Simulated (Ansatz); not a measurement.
# One shape, several levels: singlet OH−

Aim: a comparison of 6 runs (B3LYP/6-31G*, PBE/aug-cc-pVTZ, SVWN5/aug-cc-pVTZ, revPBE/aug-cc-pVTZ, RPA@PBE0/aug-cc-pVTZ) of singlet OH−. 

The results are computed with Ansatz 0.2.0.

28 further runs of the same task are left out: 28 set aside as unsound or not needed.

**1. The structure to begin with**

OH−: 2 atoms, total charge -1, spin state singlet. SMILES of the parent species: `[OH]`. The shape is that of a PBE0-D4/def2-TZVP optimisation. That shape belongs to the parent species and isn't relaxed for this state.

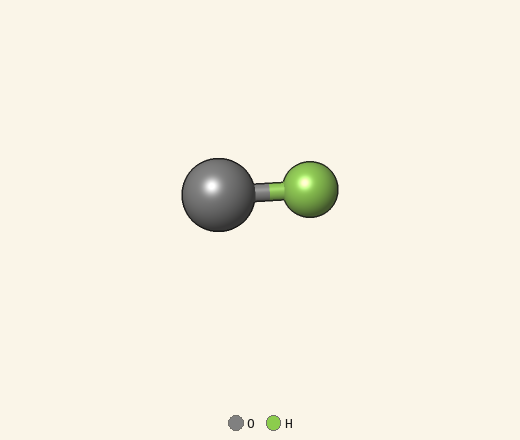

The structure, seen from a chosen angle (oxygen grey, hydrogen green).

**2. The energy at B3LYP/6-31G(d) (spherical functions) (run 1)**

Input file job.yaml:

```yaml
crystal:
  periodic: [false, false, false]
  atoms:
    - symbol: O
      position_ang: [0.415880, -0.133150, 0.214550]
    - symbol: H
      position_ang: [-0.415880, 0.133150, -0.214550]
basis:
  gaussian: {orbitals: 6-31G_st_-spherical.json}
total_charge: -1
hamiltonian: {xc: {name: B3LYP}}
accuracy: high
output: {orbitals: {seedname: orbitals}}
```

The basis set 6-31G* is read from a file made from the Basis Set Exchange's data (not shown).

Started as:

```bash
$ ansatz run job.yaml --threads 1 --pin off --max-ram 3480MiB --events-out events.jsonl --progress --plain --runs-dir runs
```

Log:

```text
Warning: RAYON_NUM_THREADS=1 ignored (pool sized by the plan → 1); use --threads N
Functional definition: B3LYP
  name "B3LYP"
  parameter a0 = 0.2
  parameter ax = 0.72
  parameter ac = 0.81
  exchange = (1 - a0 - ax)*slater_x + ax*b88_x + a0*exact_x
  correlation = (1 - ac)*vwn_rpa_c + ac*lyp_c
241 factors; integrals over basis functions are off by at most 3.1e-9 eV
mean field evaluation 1: about -2059.7674 eV, gradient 1.9e1 eV
mean field evaluation 2: about -2059.3791 eV, gradient 2.4e1 eV
mean field evaluation 4: about -2060.3559 eV, gradient 8.4e-2 eV
mean field evaluation 8: about -2060.3542 eV, gradient 4.5e-4 eV
mean field -2060.35422909 eV, -75.7166213608 hartree, gradient 6.9e-8 eV, S^2 0.000000; 0 other end points of the search recorded, 0 dependent functions left out
reference -2060.35424637 eV, -75.7166219960 hartree; 5, 5 occupied and 11, 11 virtual orbitals, 241 factors
Total energy: -2060.35424637 eV, -75.7166219960 hartree
```

Wall time 0.26 s (1 thread of Arm Neoverse V2, shared host).

**3. The energy at B3LYP/6-31G(d) (Cartesian functions) (run 2)**

Input file molecule.yaml:

```yaml
basis:
  gaussian:
    orbitals: "6-31G*"
crystal:
  periodic: [false, false, false]
  atoms:
    - symbol: O
      position_ang: [0.415880, -0.133150, 0.214550]
    - symbol: H
      position_ang: [-0.415880, 0.133150, -0.214550]
total_charge: -1
hamiltonian:
  xc: {name: B3LYP}
accuracy: high
output:
  orbitals: {seedname: orbitals}
```

Started as:

```bash
$ ansatz run molecule.yaml --threads 1 --pin off --max-ram 3480MiB --events-out events.jsonl --progress --plain --runs-dir runs
```

Log (excerpt; [...] marks lines left out):

```text
Warning: RAYON_NUM_THREADS=1 ignored (pool sized by the plan → 1); use --threads N
[... 7 set-up lines as earlier in the session ...]
245 factors; integrals over basis functions are off by at most 3.1e-9 eV
mean field evaluation 1: about -2059.8494 eV, gradient 1.9e1 eV
mean field evaluation 2: about -2059.4171 eV, gradient 2.5e1 eV
mean field evaluation 4: about -2060.4633 eV, gradient 9.0e-2 eV
mean field evaluation 8: about -2060.4629 eV, gradient 6.6e-4 eV
mean field evaluation 16: about -2060.4629 eV, gradient 3.5e-9 eV
mean field -2060.46288674 eV, -75.7206144559 hartree, gradient 3.5e-9 eV, S^2 0.000000; 0 other end points of the search recorded, 0 dependent functions left out
reference -2060.46290469 eV, -75.7206151154 hartree; 5, 5 occupied and 12, 12 virtual orbitals, 245 factors
Total energy: -2060.46290469 eV, -75.7206151154 hartree
```

Wall time 0.26 s (1 thread of Arm Neoverse V2, shared host).

Runs 3 to 5 aren't shown in full; the table further down has their settings and results.

**4. A single-point energy at RPA@PBE0/aug-cc-pVTZ (run 6)**

Input file job.yaml:

```yaml
crystal:
  periodic: [false, false, false]
  atoms:
    - {symbol: O, position_ang: [0.415880, -0.133150, 0.214550]}
    - {symbol: H, position_ang: [-0.415880, 0.133150, -0.214550]}
basis:
  gaussian: {orbitals: aug-cc-pVTZ}
accuracy: high
correlation: {method: rpa, frozen_orbitals: {H: 0, O: 1}}
hamiltonian: {xc: {name: PBE0}}
total_charge: -1
magnetization: {spin_polarized: false, initial_magnetization: 0}
```

Started as:

```bash
$ ansatz run job.yaml --threads 1 --pin off --max-ram 3480MiB --events-out events.jsonl --progress --plain --runs-dir runs
```

Log (excerpt; [...] marks lines left out):

```text
Warning: RAYON_NUM_THREADS=1 ignored (pool sized by the plan → 1); use --threads N
Functional definition: PBE0
  name "PBE0"
[...]
899 factors; integrals over basis functions are off by at most 3.0e-9 eV
[...]
mean field -2061.10967257 eV, -75.7443833968 hartree, gradient 6.1e-8 eV, S^2 0.000000; 0 other end points of the search recorded, 0 dependent functions left out
1 core orbitals not correlated: weight in the atoms' cores, before any rotation towards them, 1.000 or more for the frozen orbitals, at most 0.000 for the correlated occupied ones
reference -2051.88964685 eV, -75.4055537009 hartree; 4, 4 occupied and 64, 64 virtual orbitals, 899 factors
Total energy: -2062.66884655 eV, -75.8016819835 hartree
```

Run time: 1.4 s. Hardware: 1 thread of Arm Neoverse V2, shared host; peak memory 0.16 GiB.

**5. All runs side by side**

| run | level | Cartesian functions | frozen core orbitals | energy (Eh) | HOMO energy (eV) | LUMO energy (eV) | HOMO–LUMO gap (eV) | wall time |
| --- | --- | --- | --- | --- | --- | --- | --- | --- |
| 1 | B3LYP/6-31G* (spherical functions) | no | – | -75.716622 | 4.49 | 11.41 | 6.92 | 0.26 s |
| 2 | B3LYP/6-31G* (Cartesian functions) | yes | – | -75.720615 | 4.40 | 11.32 | 6.92 | 0.26 s |
| 3 | PBE/aug-cc-pVTZ | no | – | -75.754313 | 2.20 | 3.69 | 1.49 | 1.8 s |
| 4 | SVWN5/aug-cc-pVTZ | no | – | -75.287256 | 2.01 | 3.70 | 1.69 | 0.97 s |
| 5 | revPBE/aug-cc-pVTZ | no | – | -75.811444 | 2.28 | 3.63 | 1.35 | 1.8 s |
| 6 | RPA@PBE0/aug-cc-pVTZ | no | 1 | -75.801682 | – | – | – | 1.4 s |

**6. Outcome**

| quantity | value |
| --- | --- |
| run 6: total energy | -75.80168 Eh |
| run 6: RPA correlation energy (valence) | -396.1 mEh |

In words: Over runs 1, 2, 3, 4, 5 the HOMO–LUMO gap runs from 1.35 eV (revPBE/aug-cc-pVTZ) to 6.92 eV (B3LYP/6-31G*). The two ends differ in method and basis. The empty levels of an anion lie above zero and hang on the basis. Totals of different functionals can't be ranked against each other. In runs 1, 2, 3, 4, 5 the HOMO lies above zero, so the outermost electron may be held by the basis alone. All runs together took 6.5 s, the longest 1.8 s.
